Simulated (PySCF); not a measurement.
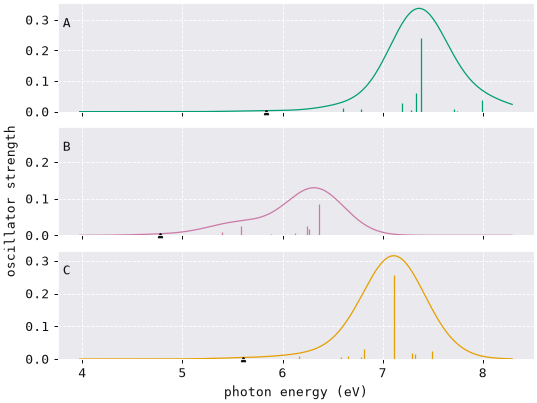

Vertical TDDFT spectra of CH₇PSSi, SMILES CS[SiH2]P at one geometry and several levels (PySCF 2.14.0, at a PBE0-D3(BJ)/def2-SVP geometry (no frequency check)); sticks with Gaussians of 1/e half-width 0.40 eV, the triangle marks S1, which has the same leading orbital pair at all these levels. Only the lowest states were computed, so the high end is incomplete.

> The levels are LC-wPBE/def2-SVPD, LDA/def2-SVPD and ωB97X-D/def2-SVPD. Which panel is which?

A: LC-wPBE/def2-SVPD (S1 at 5.83 eV); B: LDA/def2-SVPD (S1 at 4.77 eV); C: ωB97X-D/def2-SVPD (S1 at 5.61 eV).

Caveats, for all or some of the runs: core orbitals are frozen in the response; one conformer of a flexible molecule; states above the negative HOMO energy depend on the basis.
